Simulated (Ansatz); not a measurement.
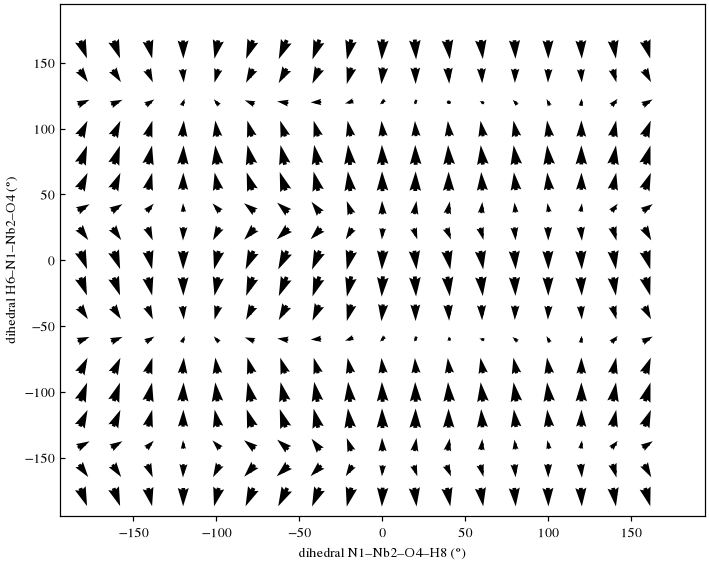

FH₃NNbO₂, SMILES [NH2][Nb](=[O])([OH])[F]. First axis: dihedral N1–Nb2–O4–H8. Second axis: dihedral H6–N1–Nb2–O4. Nothing is relaxed (all other coordinates rigid). The scan uses an 18 × 18 grid. Points are written as (first, second). Method: RHF/def2-SVP in Ansatz.

The picture shows dots at the grid points, arrows along the force (downhill), their lengths compressed.

### The arrows alone are given. Where are the wells?

The arrows converge at about (−115°, 125°); about (−115°, −55°) (0.0011 eV up) (read from the interpolated surface).

The energy map of the same scan:

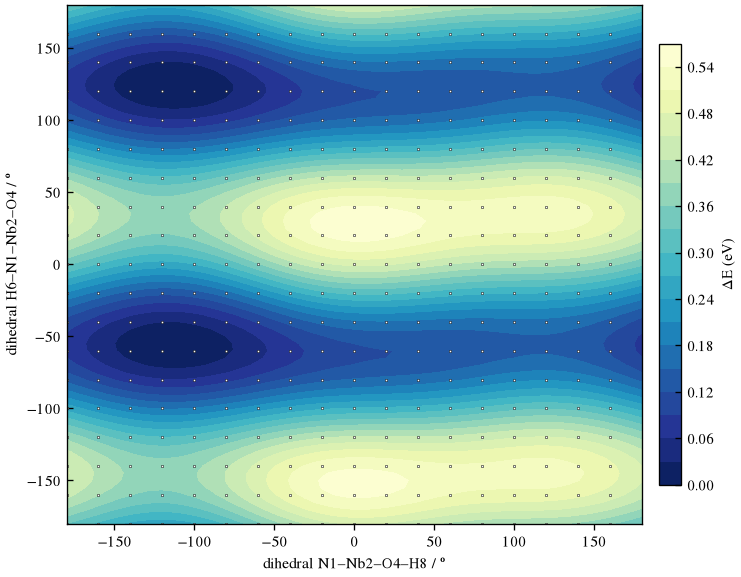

Energies are in eV, from the relaxed molecule at the same level; between grid points the surface is interpolated.
